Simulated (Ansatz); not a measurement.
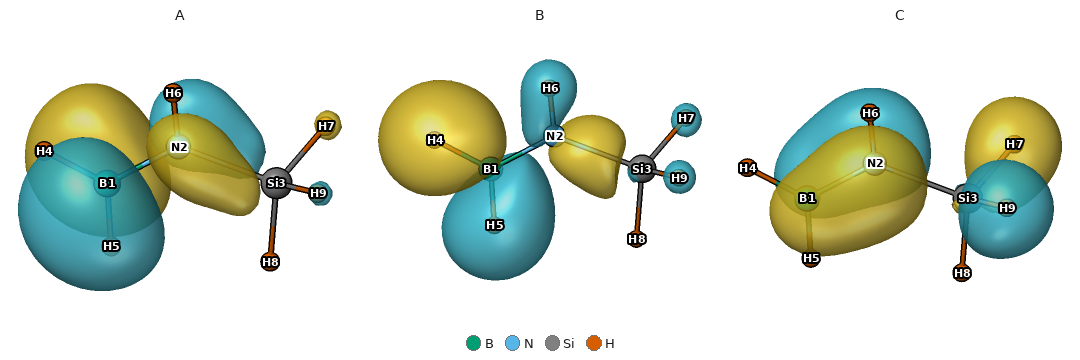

BH₆NSi (SMILES BN[SiH3]). Three frontier orbitals at ±0.1 Å⁻³ᐟ² (yellow and cyan are the two phases), in no order.

The calculation used RKS PBE-D4/6-31G* (Ansatz).

Input file:

```
crystal:
  periodic: [false, false, false]
  atoms:
    - { symbol: B, position_ang: [-0.6354, 0.6856, -1.0937] }
    - { symbol: "N", position_ang: [-0.489, 0.6696, 0.402] }
    - { symbol: Si, position_ang: [-1.30315, 2.14146, 0.95261] }
    - { symbol: H, position_ang: [-1.2841, -0.0641, -1.6518] }
    - { symbol: H, position_ang: [-0.2161, 1.6092, -1.7522] }
    - { symbol: H, position_ang: [-1.03794, -0.16417, 0.76177] }
    - { symbol: H, position_ang: [-2.75873, 2.124, 0.53126] }
    - { symbol: H, position_ang: [-0.69475, 3.31936, 0.44302] }
    - { symbol: H, position_ang: [-1.29642, 2.1659, 2.48373] }
basis:
  gaussian: { orbitals: "6-31G*" }
hamiltonian:
  xc: pbe
  dispersion: d4
relax:
  f_tol: 0.015
  max_steps: 40
output:
  orbitals: {}
```

Launched as:

```sh
ansatz run input.yaml --threads 1 --pin off --max-ram 2048MiB --backend cpu --events-out ev --progress --plain --runs-dir out
```

The fields are those of the relaxed geometry.

> Order the three orbitals by energy and name them.

B is the HOMO−1 (−7.27 eV). Its weight (Hirshfeld) is mainly on B1 (about 35 %), H4 (about 25 %), H5 (about 20 %) and N2 (about 10 %). C is the HOMO (−6.96 eV). By Hirshfeld shares it lies mainly on N2 (about 50 %), B1 (about 15 %), Si3 (about 15 %), H7 (about 10 %) and H9 (about 10 %). A is the LUMO (−0.66 eV). By Hirshfeld shares it lies mainly on B1 (about 60 %), N2 (about 20 %), H4 (about 5 %) and H5 (about 5 %).

> What is the HOMO–LUMO gap?

6.30 eV between the orbital energies.
